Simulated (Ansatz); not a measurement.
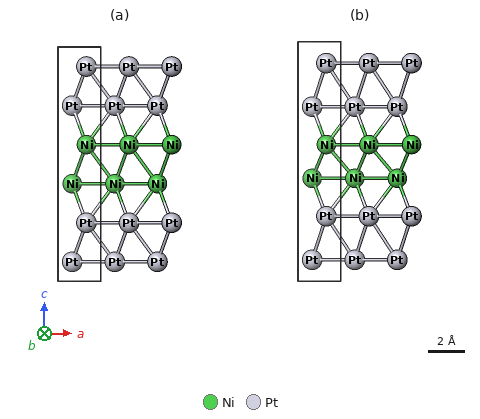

The structure of crystalline NiPt2 (a generated structure, set up in P-3m1) (coarse preliminary run) before (left) and after (right) a relaxation, at one scale.

Style: ball-and-stick. Shown: the cell of the calculation, repeated 3 × 1 × 1 with one cell outlined, along the b axis.

Theory: DFT PBE, scalar-relativistic, plane waves, PAW (Ansatz).

Input
```yaml
crystal:
  lattice:
    - [2.73692001, 0.0, 0.0]
    - [-1.36846, 2.37024226, 0.0]
    - [0.0, 0.0, 13.02588298]
  atoms:
    - { symbol: Ni, position: [0.33333333, 0.66666667, 0.41666667], spin: 2.0 }
    - { symbol: Ni, position: [0.66666667, 0.33333333, 0.58333333], spin: 2.0 }
    - { symbol: Pt, position: [0.33333333, 0.66666667, 0.75] }
    - { symbol: Pt, position: [0.33333333, 0.66666667, 0.08333333] }
    - { symbol: Pt, position: [0.66666667, 0.33333333, 0.91666667] }
    - { symbol: Pt, position: [0.66666667, 0.33333333, 0.25] }
basis:
  ecutwfc: 420
kpoints:
  mp_grid: { grid: [6, 6, 2] }
hamiltonian:
  xc: pbe
scf:
  occupations: { method: gaussian, width: 0.1 }
  lower_state_search: "off"
output:
  forces: true
  stress: true
  eigenvalues: true
  populations: true
magnetization:
  spin_polarized: true
relax:
  adjacent_minimum: "off"
  f_tol: 0.04
  max_steps: 70
  cell: { stress_tol: 0.4 }
```

Run as
```bash
ansatz run input.yaml --threads 4 --pin off --max-ram 8192MiB --backend cpu --events-out ev --progress --plain --runs-dir out
```

**Summarise the run.**

The largest moves relative to the cell, 0.29 Å, are those of Pt3 and Pt6. Pt6 goes along +c. Largest moves by element: Pt 0.29 Å, Ni 0.17 Å. The volume changes by +2.0 %, with a = b 2.737 → 2.733 Å (−0.1 %), c 13.026 → 13.328 Å (+2.3 %). Near-neighbour distances that change, for instance: Ni1–Ni2 2.685 → 2.452 Å, Pt3–Pt5 2.685 → 2.890 Å, Pt4–Pt5 2.685 → 2.868 Å, Ni1–Pt6 2.685 → 2.632 Å. The space group stays P-3m1 (No. 164). The energy falls by 148 meV per atom in 4 accepted moves (5 points after the start). The largest force component goes from 2.4 to 0.011 eV/Å. Pressure: 11.65 GPa at the start and −0.05 GPa at the end. The SCF was repeated once at an unchanged geometry on a basis and grid sized afresh for the cell, which shifted the energy by 0.1 meV per atom at most.

Limits of the set-up: the k-point mesh is coarse for a cell with partly filled bands.
